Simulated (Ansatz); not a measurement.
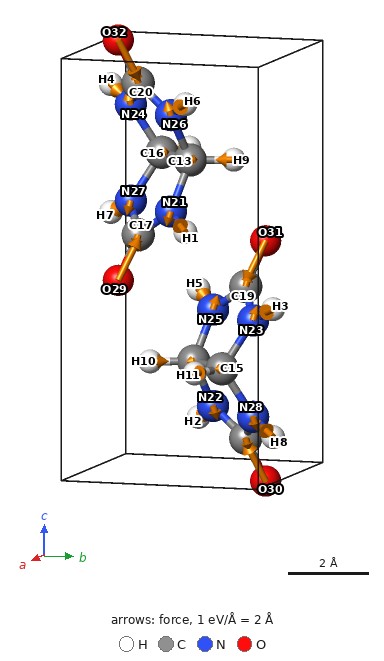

Starting geometry of crystalline H₃C₂N₂O (set up in Cmcm) with the computed forces as orange arrows. Style: ball-and-stick. Shown: the cell of the calculation, slightly off an axis.

Case: relaxed again at another level of theory.

All numbers below come from Ansatz 0.2.0, DFT r2SCAN+D3(BJ), scalar-relativistic, plane waves, PAW. Settings: plane-wave cutoff 500 eV; k-point mesh 4 × 4 × 2; occupations gaussian; smearing width 0.02 eV; no spin polarisation; cell and atoms relaxed; force threshold 0.02 eV/Å; at most 50 steps.

Q: Is this structure relaxed? If not, where do the atoms go?

A: It isn't relaxed: the largest force vector, on O atoms, is 0.63 eV/Å. The final displacements have little in common with the starting forces (cosine between the two patterns 0.00). After 7 accepted moves (8 points after the start) the energy has fallen by 2.3 meV per atom. The largest force component goes from 0.55 to 0.0087 eV/Å. Pressure: −2.78 GPa at the start and 0.01 GPa at the end. The SCF was repeated once at an unchanged geometry on a basis and grid sized afresh for the cell, which shifted the energy by 0.2 meV per atom at most. The largest moves relative to the cell, 0.093 Å, are those of H atoms. By element the largest moves are H 0.093 Å, C 0.065 Å, N 0.045 Å, O 0.032 Å. The volume changes by −4.0 %, with a = b 5.194 → 5.124 Å (−1.3 %), c 10.699 → 10.560 Å (−1.3 %), γ 90.2° → 87.8°. Some distances before and after: H–N 1.035 → 1.024 Å, C–O 1.255 → 1.244 Å, C–H 1.096 → 1.088 Å, C–C 1.573 → 1.565 Å. The space group stays Cmcm (No. 63).
